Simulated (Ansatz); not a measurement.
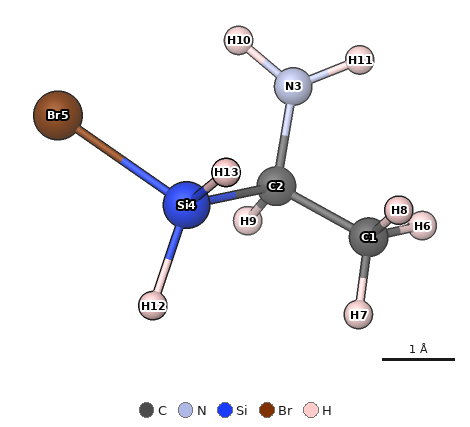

*The input geometry (ball-and-stick view, seen at a tilt; atoms are numbered from 1 in the order of the input).*

**Phonon calculation of C2H8BrNSi**

- system: C2H8BrNSi
- method: RKS PBE0/def2-SVP (Ansatz 0.2.0)

It belongs to a series of runs on one base structure; here: vibrations at the highest image of the band. Figures and captions count atoms from 1; the log counts them from 0 in places.

Input file:
```yaml
crystal:
  periodic: [false, false, false]
  atoms:
    - { symbol: C, position_ang: [-1.3931, 0.141676, -0.581349] }
    - { symbol: C, position_ang: [-0.058812, -0.483267, -0.187521] }
    - { symbol: "N", position_ang: [-0.141712, -1.055482, 1.12346] }
    - { symbol: Si, position_ang: [1.287671, 0.85478, -0.219318] }
    - { symbol: Br, position_ang: [3.184832, -0.024919, 0.595333] }
    - { symbol: H, position_ang: [-2.191073, -0.619611, -0.545176] }
    - { symbol: H, position_ang: [-1.37031, 0.54614, -1.604548] }
    - { symbol: H, position_ang: [-1.676867, 0.953699, 0.108509] }
    - { symbol: H, position_ang: [0.19599, -1.237202, -0.965769] }
    - { symbol: H, position_ang: [0.686288, -1.370921, 1.603514] }
    - { symbol: H, position_ang: [-1.017831, -1.083339, 1.618416] }
    - { symbol: H, position_ang: [1.597931, 1.346603, -1.596572] }
    - { symbol: H, position_ang: [0.917293, 1.997142, 0.665719] }
basis:
  gaussian: { orbitals: def2-SVP }
hamiltonian:
  xc: pbe0
phonons: {}
```

Hardware: 2 threads of Intel Xeon (Sapphire Rapids), 16 GiB of memory available, shared host.

Command:
```bash
ansatz run input.yaml --threads 2 --pin off --max-ram 3072MiB --backend cpu --events-out ev --progress --plain --runs-dir out
```

Log:
```
Engine: ansatz 0.2.0, x86_64-unknown-linux-gnu
Functional definition: PBE0
  parameter a = 0.25
  parameter kappa = 0.804
  parameter beta = 0.06672455060314922
  exchange = (1 - a)*pbe_x(kappa = kappa, mu = beta*pi^2/3) + a*exact_x
  correlation = pbe_c(beta = beta)
1435 factors; integrals over basis functions are off by at most 4.3e-4 eV
mean field evaluation 1: about -81583.1999 eV, gradient 5.5e1 eV
mean field evaluation 2: about -81577.6276 eV, gradient 7.2e1 eV
mean field evaluation 4: about -81589.9734 eV, gradient 2.9e0 eV
mean field evaluation 8: about -81590.0100 eV, gradient 1.5e-1 eV
mean field evaluation 16: about -81590.0100 eV, gradient 4.7e-5 eV
mean field -81590.01003863 eV, -2998.3775652244 hartree, gradient 4.7e-5 eV, S^2 0.000000; 0 other end points of the search recorded, 0 dependent functions left out
the calculation of the forces begins
reference -81590.01006686 eV, -2998.3775662620 hartree; 38, 38 occupied and 94, 94 virtual orbitals, 1435 factors
these checks for a lower state are left out or cut short: stability, starts, cluster_reference, orbital_swaps, neighbouring_geometries, increment
1435 factors; integrals over basis functions are off by at most 4.3e-4 eV
mean field -81590.00988531 eV, -2998.3775595900 hartree, gradient 2.0e-6 eV, S^2 0.000000; 0 other end points of the search recorded, 0 dependent functions left out
[... from here on the field's lines of each further geometry are left out, up to the last ...]
the calculation of the forces begins
reference -81590.01003934 eV, -2998.3775652506 hartree; 38, 38 occupied and 94, 94 virtual orbitals, 1435 factors
these checks for a lower state are left out or cut short: stability, starts, cluster_reference, orbital_swaps, neighbouring_geometries, increment
1435 factors; integrals over basis functions are off by at most 4.3e-4 eV
mean field -81590.01001758 eV, -2998.3775644511 hartree, gradient 2.3e-6 eV, S^2 0.000000; 0 other end points of the search recorded, 0 dependent functions left out
the calculation of the forces begins
reference -81590.01004582 eV, -2998.3775654888 hartree; 38, 38 occupied and 94, 94 virtual orbitals, 1435 factors
WARN: phonons: modes at or below zero, which the zero-point energy, F, S and C_V leave out: 1, the lowest at -628.43 cm⁻¹. A minimum has none, and a first-order saddle one
Total energy: -81590.01006686 eV, -2998.3775662620 hartree
Atom 0 at    -1.393100     0.141676    -0.581349 Å, force    -0.001615    -0.004163     0.001157 eV/Å
Atom 1 at    -0.058812    -0.483267    -0.187521 Å, force    -0.005951     0.003810    -0.004379 eV/Å
Atom 2 at    -0.141712    -1.055482     1.123460 Å, force     0.003047     0.000389    -0.000795 eV/Å
Atom 3 at     1.287671     0.854780    -0.219318 Å, force     0.003311    -0.004453     0.001488 eV/Å
Atom 4 at     3.184832    -0.024919     0.595333 Å, force     0.004033    -0.000468     0.001898 eV/Å
Atom 5 at    -2.191073    -0.619611    -0.545176 Å, force    -0.001161     0.000282     0.000153 eV/Å
Atom 6 at    -1.370310     0.546140    -1.604548 Å, force     0.000160    -0.000231     0.000359 eV/Å
Atom 7 at    -1.676867     0.953699     0.108509 Å, force    -0.000184    -0.000228    -0.000352 eV/Å
Atom 8 at     0.195990    -1.237202    -0.965769 Å, force     0.000961     0.001292     0.002459 eV/Å
Atom 9 at     0.686288    -1.370921     1.603514 Å, force     0.000825    -0.001182    -0.000230 eV/Å
Atom 10 at    -1.017831    -1.083339     1.618416 Å, force    -0.001461     0.002766    -0.000669 eV/Å
Atom 11 at     1.597931     1.346603    -1.596572 Å, force    -0.001063     0.002664     0.000216 eV/Å
Atom 12 at     0.917293     1.997142     0.665719 Å, force    -0.000902    -0.000476    -0.001303 eV/Å
Dipole moment:    -0.472023    -0.017545    -0.019759 e Å
Vibrations: -628.43 70.08 106.81 199.65 234.29 250.01 294.18 401.51 443.63 562.88 643.55 731.03 827.15 931.66 936.14 973.20 1006.11 1175.23 1230.37 1281.35 1340.62 1386.53 1454.49 1479.17 1588.16 2223.52 2245.16 2947.28 3039.25 3123.69 3152.81 3663.43 3796.87 cm⁻¹, zero-point energy 2.711525 eV
```

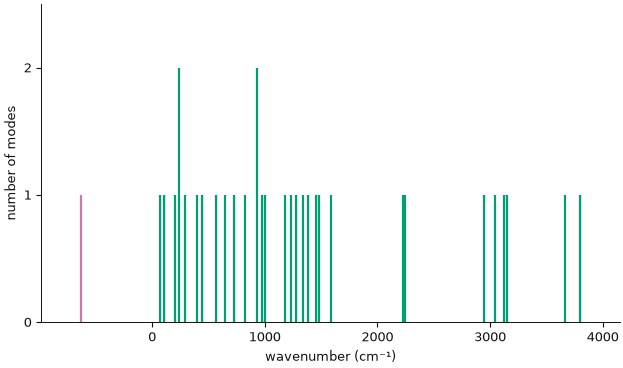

*Harmonic vibrational wavenumbers from the force constants; neighbouring modes closer than 20 cm⁻¹ are counted in one stick, and imaginary ones are drawn at negative wavenumbers.*

33 modes from 628i to 3797 cm⁻¹, 1 imaginary beyond 8i (628i cm⁻¹): a first-order saddle point, if the geometry is stationary.

Summary:

| quantity | value |
| --- | --- |
| outcome | converged |
| total energy | −81590.0101 eV |
| mean-field energy | −81590.0101 eV |
| largest force (length of the vector) | 0.008 eV/Å |
| wall time | 3.6 min (CPU time 6.9 min) |
| peak memory | 0.38 GiB |
